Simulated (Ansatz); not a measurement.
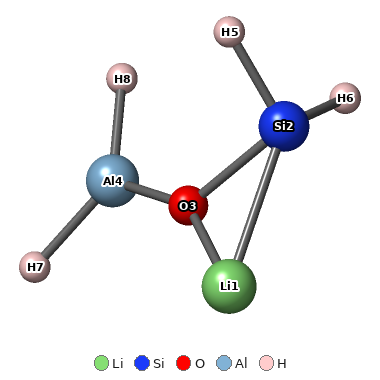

The system is AlH4LiOSi; the picture shows the grid point nearest to the relaxed geometry. Two internal coordinates are moved rigidly from the geometry relaxed at PBE0-D4/def2-TZVP, all others fixed. The first coordinate is: bond Si2–H5; the second: angle H5–Si2–H6. The grid has 7 × 7 points. Points are written as (first, second). Energies are in kcal/mol, from the lowest grid point. Method: RKS PBE-D4/def2-TZVPP (Ansatz 0.2.0).

Its coordinates:

```yaml
atoms:
  - { symbol: Li, position_ang: [-2.2152, 0.9251, -0.3458] }
  - { symbol: Si, position_ang: [-0.0756, 1.6555, 0.2140] }
  - { symbol: O, position_ang: [-0.6922, -0.0053, -0.1427] }
  - { symbol: Al, position_ang: [0.1741, -1.4733, -0.1681] }
  - { symbol: H, position_ang: [1.0869, 1.7247, -0.6682] }
  - { symbol: H, position_ang: [0.6520, 1.4295, 1.5212] }
  - { symbol: H, position_ang: [-0.6848, -2.7509, -0.5518] }
  - { symbol: H, position_ang: [1.7130, -1.5078, 0.1724] }
```

Range: bond Si2–H5 from 1.301 to 1.967 Å; angle H5–Si2–H6 from 80.4 to 116.4°.

Q: What will the energy surface look like?

A: The lowest grid point is at (1.572 Å, 98.4°). The bottom of the well lies between grid points, at about (1.524 Å, 98°), about 0.38 kcal/mol lower on the interpolated surface. No other kind of well shows on this grid. The highest grid point, (1.967 Å, 116.4°), lies 21.0 kcal/mol above the lowest. Round the minimum the two coordinates are nearly uncoupled.

| angle H5–Si2–H6 ↓, bond Si2–H5 → | 1.301 | 1.366 | 1.461 | 1.572 | 1.694 | 1.827 | 1.967 |
| --- | --- | --- | --- | --- | --- | --- | --- |
| 116.4 | 15.4 | 9.1 | 4.7 | 4.5 | 7.9 | 13.6 | 21.0 |
| 110.4 | 13.1 | 6.8 | 2.3 | 2.1 | 5.5 | 11.3 | 18.8 |
| 104.4 | 11.8 | 5.4 | 0.9 | 0.6 | 4.0 | 9.7 | 17.3 |
| 98.4 | 11.4 | 4.9 | 0.4 | 0.0 | 3.3 | 9.0 | 16.5 |
| 92.4 | 12.1 | 5.5 | 0.9 | 0.4 | 3.6 | 9.2 | 16.6 |
| 86.4 | 13.8 | 7.2 | 2.5 | 1.8 | 4.9 | 10.3 | 17.6 |
| 80.4 | 16.7 | 10.1 | 5.1 | 4.4 | 7.2 | 12.4 | 19.5 |

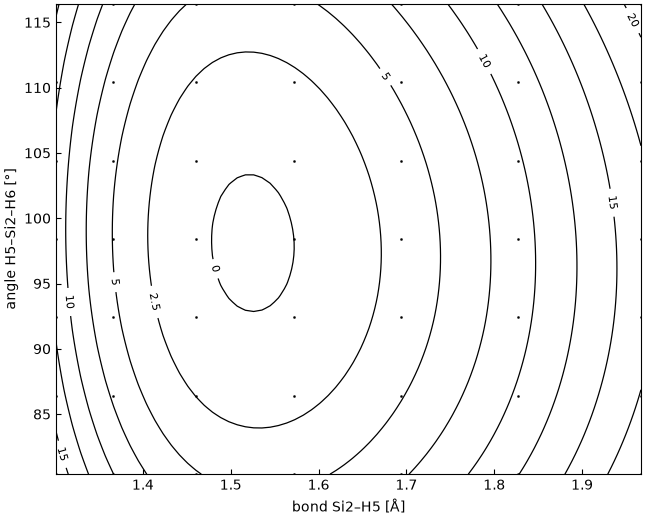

In the figure: contour lines labelled in kcal/mol, dots at the grid points. Between grid points the surface is interpolated.
